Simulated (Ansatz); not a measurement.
We consider rutile MgH₂, described by RPBE (plane waves, PAW; Ansatz, a program for electronic structure).

Settings: plane-wave cutoff 520 eV, 8×8×12 k mesh (along the axes of the cell as run), Fermi–Dirac smearing 0.01 eV, scalar-relativistic PAW data made under PBE.

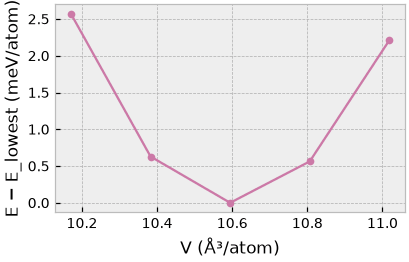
Figure: Total energy against volume

Question: From the curve, estimate the equilibrium volume and the bulk modulus.

Answer: V0 ≈ 10.6 Å³/atom and B0 ≈ 45 GPa; the fit gives V0 = 10.597 Å³/atom, B0 = 45.0 GPa, B′ = 3.7.

Shape and atoms are relaxed at each volume.

Measured, for comparison: bulk modulus 49 ± 2 GPa (room temperature, no zero-point or thermal correction, measured on MgD2; as tabulated in abstract on rutile-type MgD2 by neutron diffraction to 9.3 GPa, listed at scite); equilibrium volume per atom 10.27 Å³/atom (temperature not stated, no zero-point or thermal correction; as tabulated in Ellinger et al., J. Am. Chem. Soc. 77, 2647 (1955) (COD 4124639)). Computed (rounded) less measured: bulk modulus -8 %, equilibrium volume per atom +3.2 %.

Note: the bulk modulus comes from volumes at which shape and atoms were relaxed.

Static lattice: no zero-point or thermal effects.
